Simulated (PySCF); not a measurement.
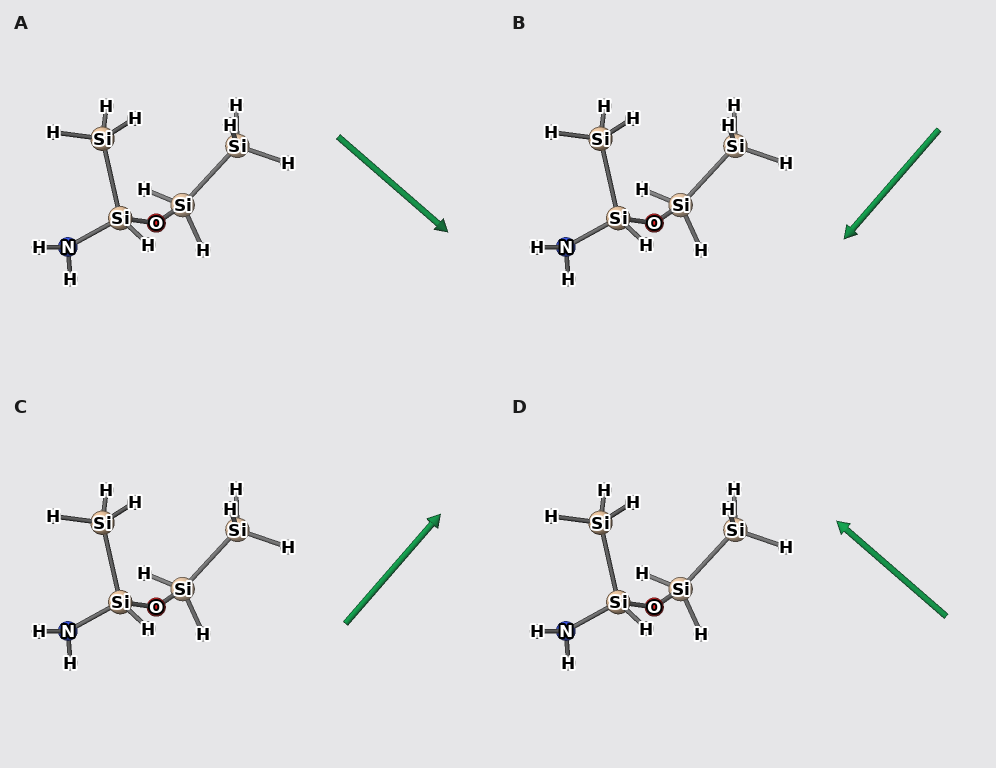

The same molecule four times, each with an arrow. The geometry was computed by an optimisation with GFN2-xTB. No frequency run is at hand to confirm it as a minimum. Level of theory: PBE0/pcSseg-1, gas phase (PySCF 2.14.0).

### Which arrow points along the dipole moment, from the negative to the positive end?

B. The dipole moment is 1.47 D.

The geometry is semi-empirical. Around Si such bond lengths and angles can be off by a tenth of an ångström or more and by several degrees, and values that hang on the shape move with them.
